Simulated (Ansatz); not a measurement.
**C2H4FGaO (SMILES F[CH]1O[CH2][GaH]1): density, localisation and related maps**

```yaml
atoms:
  - { symbol: F, position_ang: [1.7341, -0.2137, 1.1486] }
  - { symbol: C, position_ang: [0.9983, 0.5977, 0.2738] }
  - { symbol: O, position_ang: [0.7361, -0.0839, -0.9050] }
  - { symbol: C, position_ang: [-0.5362, -0.7528, -0.7747] }
  - { symbol: Ga, position_ang: [-0.9631, 0.4637, 0.7663] }
  - { symbol: H, position_ang: [1.6285, 1.4638, 0.0644] }
  - { symbol: H, position_ang: [-0.4015, -1.8126, -0.5379] }
  - { symbol: H, position_ang: [-1.0863, -0.6681, -1.7142] }
  - { symbol: H, position_ang: [-2.1098, 1.0058, 1.6788] }
```

Geometry: PBE0-D4/def2-TZVP.

Computed with RKS PBE0-D4/def2-TZVPP (Ansatz).

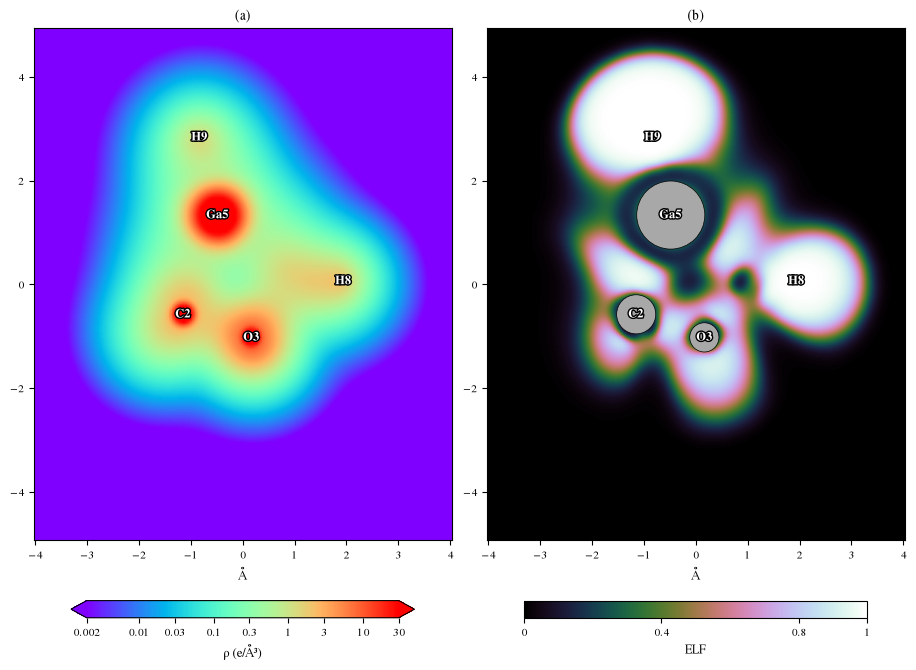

Figure 1. (a) electron density; (b) electron localisation function on the plane of atoms O3, C2 and Ga5. Grey discs cover the atomic cores in the ELF map.

What does the map show?

Atoms in the plane: C, O, Ga and H. C–O (1.39 Å): ρ is about 2.2 e/Å³ halfway, with its minimum of 1.9 e/Å³ about 0.5 Å from C; the ELF peaks at about 0.85 between the atoms, as expected for a shared but strongly polarised pair. C–Ga (2.03 Å): the density is about 0.73 e/Å³ at the midpoint; the ELF peaks at about 0.95 in the valence shell of C, 0.7 Å from its nucleus, and is about 0.60 at the midpoint. Ga–H (1.56 Å): the density is about 1 e/Å³ at the midpoint; the ELF climbs to about 1 towards the hydrogen. The ELF also peaks beside O3, away from the bonds: lone-pair regions.

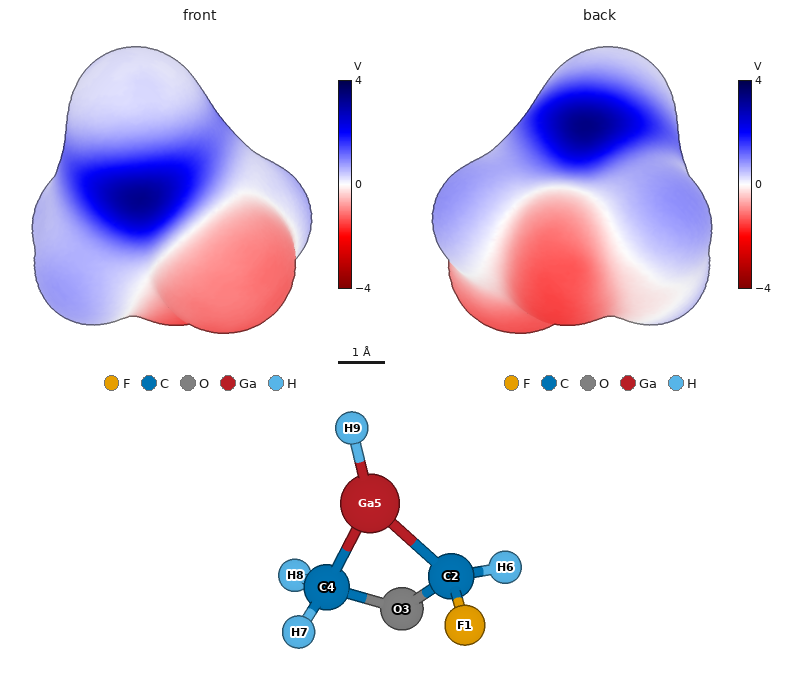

Figure 2. The molecular electrostatic potential painted on the density surface at 0.002 e/bohr³, seen from the front and from behind; the colour scale runs from red (negative) to blue (positive). The bare structure is drawn below in the same view.

Describe the electrostatic potential map.

The most negative region (about −1.5 V) lies over O3, the most positive (about +3.2 V) over Ga5. O3 is the likeliest acceptor of a hydrogen bond.

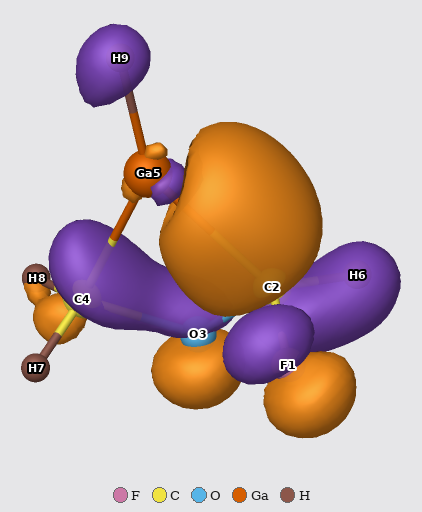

Figure 3. The HOMO at ±0.15 Å⁻³ᐟ² (orange and purple are the two phases), seen at a tilt.

Where does this orbital lie, and at what energy?

By Hirshfeld shares it lies mainly on C2 (about 30 %), Ga5 (about 25 %), F1 (about 15 %), O3 (about 10 %) and C4 (about 10 %). Its energy is −7.18 eV.

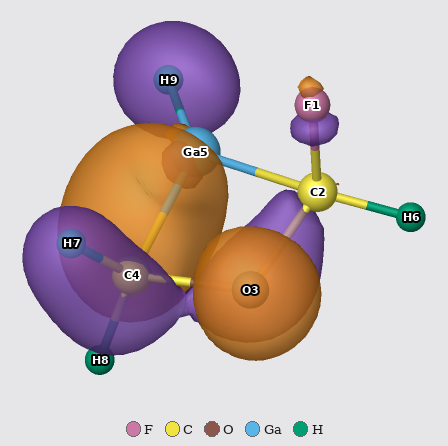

Figure 4. The HOMO−1 at ±0.15 Å⁻³ᐟ² (orange and purple are the two phases), seen at an oblique angle.

Describe this orbital and give its energy.

It lies mainly on O3 (about 30 %), C4 (about 30 %), Ga5 (about 20 %), H9 (about 10 %) and H7 (about 5 %). Its energy is −7.58 eV.
